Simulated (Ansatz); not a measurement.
# Lattice dynamics of Al2Pd (Fm-3m)

Task: relax Al2Pd (Fm-3m), then find its harmonic phonons.

Method: DFT PBEsol, scalar-relativistic, plane waves, PAW; PAW set soft_1, in Ansatz 0.2.0.

## (1) The structure

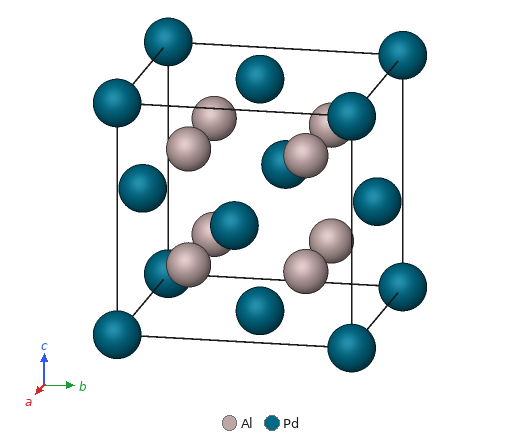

The cell as given, slightly off an axis (aluminium light grey, palladium blue). This picture shows the conventional cell, with its axes. Some periodic images of atoms are drawn too.

## (2) Relaxation

The cell and atoms are relaxed, since residual forces and stress would shift the frequencies.

The input, input.yaml:

```yaml
crystal:
  lattice:
    - [0.0, 2.9495355677, 2.9495355677]
    - [2.9495355677, 0.0, 2.9495355677]
    - [2.9495355677, 2.9495355677, 0.0]
  atoms:
    - { symbol: Al, position: [0.25, 0.25, 0.25] }
    - { symbol: Al, position: [0.75, 0.75, 0.75] }
    - { symbol: Pd, position: [0.0, 0.0, 0.0] }
kpoints:
  mp_grid: { grid: [12, 12, 12] }
hamiltonian:
  xc: pbesol
  pseudopotentials: { kind: paw, azcp: { folder: soft_1 }, xc_functional: pbe }
scf:
  occupations: { method: gaussian, width: 0.1 }
output:
  forces: true
  stress: true
  eigenvalues: true
  write_density: true
  write_potential: true
  elf: true
  volumetric_format: npy
relax:
  adjacent_minimum: "off"
  f_tol: 0.005
  max_steps: 80
  cell: { stress_tol: 0.05 }
```

Launch:

```console
ansatz run input.yaml --threads 4 --pin off --max-ram 10240MiB --backend cpu --events-out ev --progress --plain --runs-dir out
```

Numbers of over 12 decimals in the logs are rounded to 6 here.

Log:

```text
Engine: ansatz 0.2.0, aarch64-unknown-linux-gnu
Pseudopotentials: kind: paw
Pseudopotential: Al, paw, valence charge 3, recommended cutoff 420 eV (normal), soft_1/Al.paw.azcp
Pseudopotential: Pd, paw, valence charge 18, recommended cutoff 420 eV (normal), soft_1/Pd.paw.azcp
Functional definition: PBEsol
  exchange = pbesol_x
  correlation = pbesol_c
Crystal: 3 atoms, lattice volume = 51.321 Å³
Basis set: ecut = 420 eV, 965 PW (Γ), exchange–correlation on 60×60×60 points (8 copies of the dense FFT grid, shifted against one another)
Bands: 16, of which v1, the nominal top of the filled ones, is band 12 counted from 1 (11 counted from 0)
Symmetry: 48 space group operations
Space group: Fm-3m (ITA 225), of the structure as read, at distance tolerance 3.7e-5 Å
k-points: 72 of 1728
Non-local potential: Al, projectors of the file, l = 0: 2, l = 1: 2, l = 2: 1
Non-local potential: Pd, projectors of the file, l = 0: 2, l = 1: 2, l = 2: 2, l = 3: 1
PAW form: soft (Blöchl's): semilocal exchange-correlation on the pseudo side does not see the compensation charge
PAW frozen core: Al, regenerated for the run's functional, and the local potential with it (the file was generated under x = pbe(κ = 0.804, μ = 0.219515), c = pbe(β = 0.066725))
PAW frozen core: Pd, regenerated for the run's functional, and the local potential with it (the file was generated under x = pbe(κ = 0.804, μ = 0.219515), c = pbe(β = 0.066725))
PAW one-centre angular grid: Al, 110 points (default); XC on 64 Gauss nodes
PAW one-centre angular grid: Pd, 590 points (default); XC on 64 Gauss nodes
Initial density: superposition of atomic densities (chi_scale 0.1, normalization cell, long waves kept (reshape's long-wave potential 0.00 eV rms))
Initial wavefunctions: pseudopotential atomic-orbital guess
Functional: x = pbesol(κ = 0.804, μ = 0.123457), c = pbesol(β = 0.046)
SCF iter   1: F=—  HF=-7962.585650 eV  |F-HF|=—  |Δ(HF+E_count)|=         —  Δρ=2.06e-1  dr2=3.08e1  ethr=3.10e-3  ⟨swp⟩=5.2  Hψ=5871  notcnv=0
preconditioner: auto → Kerker (q_TF=auto, 2.404 Å⁻¹)  [metal: Δε(μ)=0.034 eV  Ē_g=6.986 eV  σ=0.100 eV  W_gap=0.19  n_scr=14 (ndim 8)  ℏωp=20.7 eV  f_vac=0.000  D(μ)=2.33/eV (n_scr^D=14)]
SCF iter   2: F=—  HF=-7958.673028 eV  |F-HF|=—  |Δ(HF+E_count)|=    3.91e0  Δρ=8.46e-2  dr2=5.70e0  ethr=3.10e-3  ⟨swp⟩=2.7  Hψ=2930  notcnv=0  defer=23
SCF iter   3: F=—  HF=-7957.706465 eV  |F-HF|=—  |Δ(HF+E_count)|=   9.67e-1  Δρ=1.80e-2  dr2=2.98e-1  ethr=3.10e-3  ⟨swp⟩=2.2  Hψ=2340  notcnv=0  defer=27
SCF iter   4: F=—  HF=-7957.637537 eV  |F-HF|=—  |Δ(HF+E_count)|=   6.89e-2  Δρ=2.84e-3  dr2=4.41e-3  ethr=1.24e-3  ⟨swp⟩=2.1  Hψ=1977  notcnv=0  defer=28
SCF iter   5: F=—  HF=-7957.636521 eV  |F-HF|=—  |Δ(HF+E_count)|=   1.02e-3  Δρ=6.42e-4  dr2=4.60e-4  ethr=1.84e-5  ⟨swp⟩=2.0  Hψ=1581  notcnv=0  defer=28
SCF iter   6: F=—  HF=-7957.636414 eV  |F-HF|=—  |Δ(HF+E_count)|=   1.07e-4  Δρ=2.21e-4  dr2=2.96e-5  ethr=1.92e-6  ⟨swp⟩=2.4  Hψ=1759  notcnv=0  defer=28
SCF iter   7: F=—  HF=-7957.636423 eV  |F-HF|=—  |Δ(HF+E_count)|=   8.73e-6  Δρ=5.81e-5  dr2=3.07e-6  ethr=1.23e-7  ⟨swp⟩=2.1  Hψ=1711  notcnv=0  defer=28
SCF iter   8: F=—  HF=-7957.636423 eV  |F-HF|=—  |Δ(HF+E_count)|=   5.43e-7  Δρ=1.34e-5  dr2=1.41e-7  ethr=1.28e-8  ⟨swp⟩=2.0  Hψ=1578  notcnv=0  defer=28
SCF iter   9: F=-7957.636423 eV  HF=-7957.636423 eV  |F-HF|=4.55e-11  |Δ(HF+E_count)|=   3.49e-8  Δρ=1.80e-6  dr2=1.12e-9  ethr=4.17e-10  ⟨swp⟩=9.3  Hψ=6883  notcnv=0
the search or the solves at the SCF's close seem to have found levels that the self-consistency loop had missed (the run counts 1). By its estimate they hold under 1e-12 electrons; where the run keeps them, the occupations were computed again with them
SCF 1 converged in 9 iterations: F = -7957.636423 eV  dr2 = 1.12e-9
  greatest PAW one-centre occupation: 0.999 electrons in one spin orbital (limit 2), on the Pd atom at site 2 (counted from 0), in its partial waves of l = 0
relax step   1: F+E_penalty+E_count = -7957.63642333 eV  Δ(F+E_penalty+E_count) = +0.000e0 eV  max|allowed force component| = 7.710e-18 eV/Å  Δτ_max = 0.0000 Å  P = -0.727 GPa  Ω = 51.321 Å³  (9 SCF iters, dr2 threshold 1.00e-7 eV, accepted)
Crystal: 3 atoms, lattice volume = 50.972 Å³
Initial density: handed on by an earlier stage of this run
Initial wavefunctions: those handed on with the density
iter 1 solved again at ethr=4.22e-6 eV; its pass at ethr=3.10e-3 eV (dr2=1.01e-3 eV) is discarded
SCF iter   1: F=—  HF=-7957.637451 eV  |F-HF|=—  |Δ(HF+E_count)|=         —  Δρ=1.19e-3  dr2=1.18e-3  ethr=4.22e-6  ⟨swp⟩=1.9  Hψ=6043  notcnv=0
preconditioner: auto → Kerker (q_TF=auto, 2.406 Å⁻¹)  [metal: Δε(μ)=0.021 eV  Ē_g=7.993 eV  σ=0.100 eV  W_gap=0.12  n_scr=14 (ndim 8)  ℏωp=20.8 eV  f_vac=0.000  D(μ)=1.61/eV (n_scr^D=14)]
SCF iter   2: F=—  HF=-7957.637214 eV  |F-HF|=—  |Δ(HF+E_count)|=   2.36e-4  Δρ=4.90e-4  dr2=5.50e-5  ethr=4.22e-6  ⟨swp⟩=2.4  Hψ=1667  notcnv=0
SCF iter   3: F=—  HF=-7957.637203 eV  |F-HF|=—  |Δ(HF+E_count)|=   1.14e-5  Δρ=2.14e-4  dr2=1.74e-5  ethr=2.29e-7  ⟨swp⟩=2.6  Hψ=2031  notcnv=0
SCF iter   4: F=—  HF=-7957.637199 eV  |F-HF|=—  |Δ(HF+E_count)|=   3.74e-6  Δρ=1.01e-4  dr2=3.39e-6  ethr=7.26e-8  ⟨swp⟩=1.0  Hψ=1152  notcnv=0
SCF iter   5: F=-7957.637198 eV  HF=-7957.637198 eV  |F-HF|=9.08e-8  |Δ(HF+E_count)|=   1.05e-6  Δρ=2.14e-5  dr2=1.79e-7  ethr=1.25e-9  ⟨swp⟩=6.1  Hψ=7112  notcnv=0
SCF 2 converged in 5 iterations: F = -7957.637198 eV  dr2 = 1.79e-7
relax step   2: F+E_penalty+E_count = -7957.63719787 eV  Δ(F+E_penalty+E_count) = -7.745e-4 eV  max|allowed force component| = 2.776e-17 eV/Å  Δτ_max = 0.0000 Å  P = +0.074 GPa  Ω = 50.972 Å³  energy of the carried Pulay correction = +6.064e-5 eV  (5 SCF iters, dr2 threshold 3.00e-7 eV, accepted)
Crystal: 3 atoms, lattice volume = 51.004 Å³
iter 1 solved again at ethr=3.04e-8 eV; its pass at ethr=3.10e-3 eV (dr2=7.31e-6 eV) is discarded
SCF iter   1: F=—  HF=-7957.637198 eV  |F-HF|=—  |Δ(HF+E_count)|=         —  Δρ=1.08e-4  dr2=8.91e-6  ethr=3.04e-8  ⟨swp⟩=2.0  Hψ=6046  notcnv=0
preconditioner: auto → Kerker (q_TF=auto, 2.406 Å⁻¹)  [metal: Δε(μ)=0.016 eV  Ē_g=8.002 eV  σ=0.100 eV  W_gap=0.09  n_scr=14 (ndim 8)  ℏωp=20.8 eV  f_vac=0.000  D(μ)=1.62/eV (n_scr^D=14)]
SCF iter   2: F=—  HF=-7957.637200 eV  |F-HF|=—  |Δ(HF+E_count)|=   2.23e-6  Δρ=3.52e-5  dr2=2.74e-7  ethr=3.04e-8  ⟨swp⟩=2.4  Hψ=1835  notcnv=0
SCF iter   3: F=—  HF=-7957.637200 eV  |F-HF|=—  |Δ(HF+E_count)|=   6.20e-8  Δρ=1.44e-5  dr2=7.09e-8  ethr=5.78e-11  ⟨swp⟩=7.4  Hψ=6095  notcnv=0
SCF iter   4: F=-7957.637200 eV  HF=-7957.637200 eV  |F-HF|=1.48e-9  |Δ(HF+E_count)|=   2.06e-8  Δρ=3.23e-6  dr2=3.21e-9  ethr=5.78e-11  ⟨swp⟩=5.2  Hψ=6610  notcnv=0
SCF 3 converged in 4 iterations: F = -7957.637200 eV  dr2 = 3.21e-9
relax step   3: F+E_penalty+E_count = -7957.63719994 eV  Δ(F+E_penalty+E_count) = -2.080e-6 eV  max|allowed force component| = 8.635e-17 eV/Å  Δτ_max = 0.0000 Å  P = +0.001 GPa  Ω = 51.004 Å³  energy of the carried Pulay correction = +5.502e-5 eV  (4 SCF iters, dr2 threshold 1.39e-8 eV, accepted)
Initial wavefunctions: pseudopotential atomic-orbital guess (no wavefunctions were taken with the density)
iter 1 solved again at ethr=1.13e-8 eV; its pass at ethr=3.10e-3 eV (dr2=2.71e-6 eV) is discarded
SCF iter   1: F=—  HF=-7957.637143 eV  |F-HF|=—  |Δ(HF+E_count)|=         —  Δρ=5.80e-6  dr2=3.54e-9  ethr=1.13e-8  ⟨swp⟩=3.9  Hψ=9251  notcnv=0
preconditioner: auto → Kerker (q_TF=auto, 2.406 Å⁻¹)  [metal: Δε(μ)=0.016 eV  Ē_g=8.001 eV  σ=0.100 eV  W_gap=0.09  n_scr=14 (ndim 8)  ℏωp=20.8 eV  f_vac=0.000  D(μ)=1.62/eV (n_scr^D=14)]
SCF iter   2: F=—  HF=-7957.637146 eV  |F-HF|=—  |Δ(HF+E_count)|=   3.91e-6  Δρ=3.20e-6  dr2=1.25e-9  ethr=1.47e-11  ⟨swp⟩=2.1  Hψ=1853  notcnv=0
SCF iter   3: F=—  HF=-7957.637146 eV  |F-HF|=—  |Δ(HF+E_count)|=   1.39e-9  Δρ=5.61e-7  dr2=2.29e-10  ethr=5.20e-12  ⟨swp⟩=2.5  Hψ=1722  notcnv=0
SCF iter   4: F=-7957.637146 eV  HF=-7957.637146 eV  |F-HF|=0.00e0  |Δ(HF+E_count)|=  3.64e-11  Δρ=2.07e-7  dr2=2.65e-11  ethr=1.00e-12  ⟨swp⟩=4.2  Hψ=5667  notcnv=0
SCF 4 converged in 4 iterations: F = -7957.637146 eV  dr2 = 2.65e-11
relax step   4: F+E_penalty+E_count = -7957.63714648 eV  Δ(F+E_penalty+E_count) = +5.346e-5 eV  max|allowed force component| = 4.626e-17 eV/Å  Δτ_max = 0.0000 Å  P = +0.000 GPa  Ω = 51.004 Å³  stress off target by 2.53e-4 GPa  SCF on the basis re-selected at this cell (its energy is not comparable with the rows above)  (4 SCF iters)
basis re-selected at this cell: Δ(F+E_penalty+E_count) = +5.346e-5 eV, ΔP = -0.000 GPa vs the last step (what re-selecting the basis moved, of the pressure what is left beyond the Pulay correction that the steps carried, after the strain that the cell walked since its last selection, with what the two solves' SCF thresholds leave and, on support functions, any second-order correction that the steps lacked; it is no m [...]
SCF converged after 4 iterations
Free energy (F): -7957.637146 eV
Harris-Foulkes:  -7957.637146 eV  (|F-HF|=0.00e0)
Internal energy: -7957.629070 eV  (E = F + TS)
E sigma→0 (E₀):  -7957.633108 eV
Entropy (-TS):   -0.008076 eV (-2.692 meV/atom)
Fermi energy:    10.444382 eV
--- Per-component energies (eV) ---
  E_band       = -292.135778
  E_kinetic    = 495.820483
  E_local      = -3126.464262  (includes V_loc(G=0)·N_el)
  E_nonlocal   = 389.504794
  E_hartree    = 1308.615660
  E_xc         = -214.203311
  E_vxc        = -235.759687  (∫ρ·V_xc dr)
  E_paw        = -4657.679660  (= ΣΔE_a)
  E_vpaw       = -432.468680  (= ΣTr[D̂ρ^β])
  E_aug_tail   = 0.000219  (compensation charges beyond the density's cutoff)
  E_ewald      = -2153.563797
  E_core_change = 0.340803  (= ΣΔE_core)
  E_smearing   = -0.008076  (= −TS)
  E_closure    = 0.000000  (closes the sum)
  Σ components = -7957.637146   (vs F -7957.637146, Δ=0.00e0)
--- Forces (eV/Å), atoms counted from 1 ---
  atom   1  Al     0.00000000    -0.00000000     0.00000000
  atom   2  Al    -0.00000000     0.00000000    -0.00000000
  atom   3  Pd     0.00000000     0.00000000     0.00000000
  max |Σ_I F_I| component: 1.39e-17 eV/Å
--- Stress (GPa, compression-positive) ---
        0.000253       0.000000       0.000000
        0.000000       0.000253       0.000000
        0.000000       0.000000       0.000253
  P = ⅓ Tr σ = 0.0003 GPa (0.003 kbar)
--- Band table (eV; the first three rows and the last of 72) ---
  k-point 0: bands = [... 8 lower, 6.6860, 6.6860, 13.6779, 14.4343, 14.4343, 14.4343, 15.0054, 15.0054]
  k-point 1: bands = [... 8 lower, 6.6771, 6.6771, 12.8647, 13.9175, 13.9596, 13.9596, 15.5472, 15.5472]
  k-point 2: bands = [... 8 lower, 6.6623, 6.6623, 11.2103, 13.3247, 13.3247, 14.1157, 15.8811, 15.8811]
  k-point 71: bands = [... 8 lower, 6.5883, 7.3132, 7.5586, 7.5586, 9.2413, 15.2890, 15.2890, 16.4378]
--- Relaxed structure (3 steps of the walk, 3 accepted, 1 SCFs on fresh bases) ---
  F+E_penalty+E_count = -7957.63714648 eV   max|allowed force component| = 4.626e-17 eV/Å   (the final SCF, on the basis selected at the relaxed cell)
  cell:  # Å, volume = 51.0040 Å³
    - [0, 2.943459, 2.943459]
    - [2.943459, 0, 2.943459]
    - [2.943459, 2.943459, 0]
  atoms:
    - { symbol: Al, position: [0.25, 0.25, 0.25] }
    - { symbol: Al, position: [0.75, 0.75, 0.75] }
    - { symbol: Pd, position: [0, 0, 0] }
```

Elapsed: 3.8 s, on 4 threads of Arm Neoverse V2, shared host; peak memory 0.38 GiB; 14 s of CPU time.

Step by step:

```
step  energy less that of the first step (eV)  largest force component (eV/Å)  pressure (GPa)  volume (Å³)
   1                                   0.0000                          0.0000           -0.73        51.32
   2                                  -0.0008                          0.0000            0.07        50.97
   3                                  -0.0008                          0.0000            0.00        51.00
  4*                                  -0.0007                          0.0000            0.00        51.00
```

Relaxation steps marked * repeat the geometry before them on a plane-wave basis chosen anew for their cell, so energy and pressure can jump there.

Forces are held to the 48 operations that the run works with; a distortion that breaks them can't arise in this run.

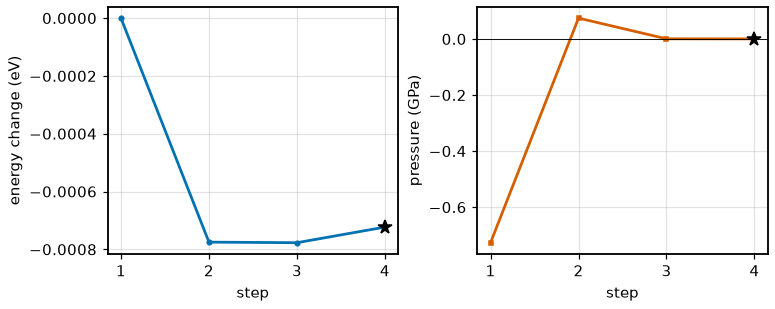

Energy and pressure along the relaxation. Stars mark steps on a basis chosen anew.

| conventional cell, symmetrised | before | after | change |
| --- | --- | --- | --- |
| a (Å) | 5.899 | 5.887 | -0.2 % |
| b (Å) | 5.899 | 5.887 | -0.2 % |
| c (Å) | 5.899 | 5.887 | -0.2 % |
| volume (Å³/atom) | 17.11 | 17.00 | -0.6 % |

Final coordinates:

```xyz
3
Lattice="0.0000 2.9435 2.9435 2.9435 0.0000 2.9435 2.9435 2.9435 0.0000" Properties=species:S:1:pos:R:3 pbc="T T T"
Al    1.4717    1.4717    1.4717
Al    4.4152    4.4152    4.4152
Pd    0.0000    0.0000    0.0000
```

Numbers from this step:

```
pressure          : 2.53e-4 GPa
volume per atom   : 17.00 Å³
gap on the k-mesh : 0 eV
```

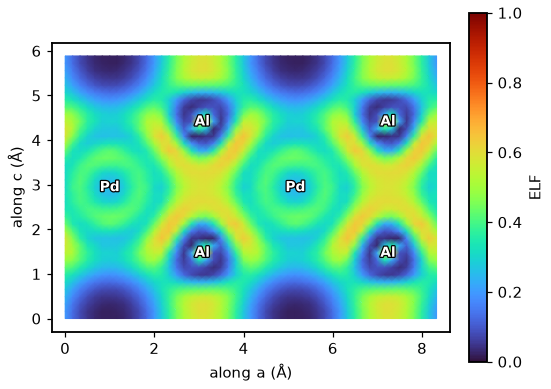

ELF in the ac plane of a cell with a along [110], b along [-110] and c along [001] of the cube at fractional y = 0.000, with atoms of Al and Pd within 0.2 Å of it. It is the smooth field of the valence electrons, not physical close to the nuclei. The map starts off the cell's origin, so that atoms lie inside it.

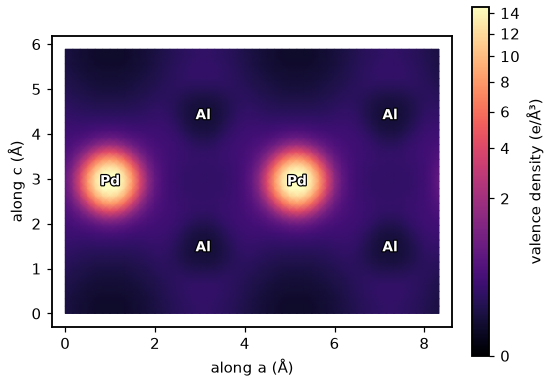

Valence density in the ac plane of a cell with a along [110], b along [-110] and c along [001] of the cube at fractional y = 0.000, with atoms of Al and Pd within 0.2 Å of it. It is the smooth field of the valence electrons, not physical close to the nuclei. The map starts off the cell's origin, so that atoms lie inside it. The colour scale is stretched toward low values.

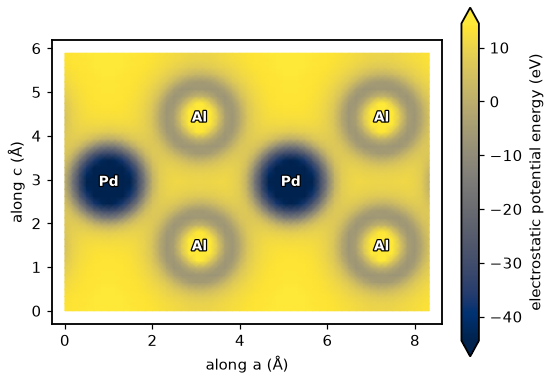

Electrostatic potential energy in the ac plane of a cell with a along [110], b along [-110] and c along [001] of the cube at fractional y = 0.000, with atoms of Al and Pd within 0.2 Å of it. With pseudopotentials it is smooth inside the atoms' cores, unlike the true potential. The map starts off the cell's origin, so that atoms lie inside it.

In this step the volume went from 17.11 to 17.00 Å³/atom.

## (3) Tight relaxation

Phonons need a cell at rest on their own settings, so the relaxation is repeated with tight tolerances on forces and stress, using the mesh and the filling of the phonon run that follows.

input.yaml, the sections that differ from step 2:

```yaml
crystal:
  lattice:
    - [0.0, 2.9434587589, 2.9434587589]
    - [2.9434587589, 0.0, 2.9434587589]
    - [2.9434587589, 2.9434587589, 0.0]
  atoms:
    - { symbol: Al, position: [0.25, 0.25, 0.25] }
    - { symbol: Al, position: [0.75, 0.75, 0.75] }
    - { symbol: Pd, position: [0.0, 0.0, 0.0] }
scf:
  occupations: { method: methfessel_paxton, width: 0.2 }
output:
  forces: true
  stress: true
  eigenvalues: true
relax:
  adjacent_minimum: "off"
  f_tol: 0.001
  max_steps: 60
  cell: { stress_tol: 0.01 }
# kpoints, hamiltonian: as in step 2
```

Log:

```text
[...]
Crystal: 3 atoms, lattice volume = 51.004 Å³
Basis set: ecut = 420 eV, 965 PW (Γ), exchange–correlation on 60×60×60 points (8 copies of the dense FFT grid, shifted against one another)
Bands: 16, of which v1, the nominal top of the filled ones, is band 12 counted from 1 (11 counted from 0)
Symmetry: 48 space group operations
[...]
k-points: 72 of 1728
[...]
k-point 71: bands = [... 8 lower, 6.5894, 7.3145, 7.5598, 7.5598, 9.2426, 15.2906, 15.2906, 16.4393]
--- Relaxed structure (2 steps of the walk, 2 accepted, 1 SCFs on fresh bases) ---
[...]
cell:  # Å, volume = 50.9992 Å³
    - [0, 2.943367, 2.943367]
    - [2.943367, 0, 2.943367]
    - [2.943367, 2.943367, 0]
  atoms:
    - { symbol: Al, position: [0.25, 0.25, 0.25] }
    - { symbol: Al, position: [0.75, 0.75, 0.75] }
    - { symbol: Pd, position: [0, 0, 0] }
[key lines of the parts left out:]
SCF converged after 4 iterations
Free energy (F): -7957.634857 eV
Fermi energy:    10.443479 eV
P = ⅓ Tr σ = 0.0009 GPa (0.009 kbar)
```

The job ended after 2.8 s (4 threads; peak memory 0.38 GiB).

Little changed from the start: no atom moved by 0.005 Å and no cell edge by 0.1 %.

Numbers from this step:

| Item | Value |
| --- | --- |
| pressure | 8.86e-4 GPa |

The forces vanish by symmetry and the pressure is 0.001 GPa, within the tolerances set. The cell now holds 17.00 Å³/atom.

(Continued in part 2 of 2.)

[Logs are printed without paths, hosts, clocks, repeated set-up lines and the standing remarks that a program may print on its own settings, such as how far it seeks lower states.]

[Hosts, paths, dates, database ids (printed as entryN), source tags and the programs' standing remarks are cut or masked in the printed files.]
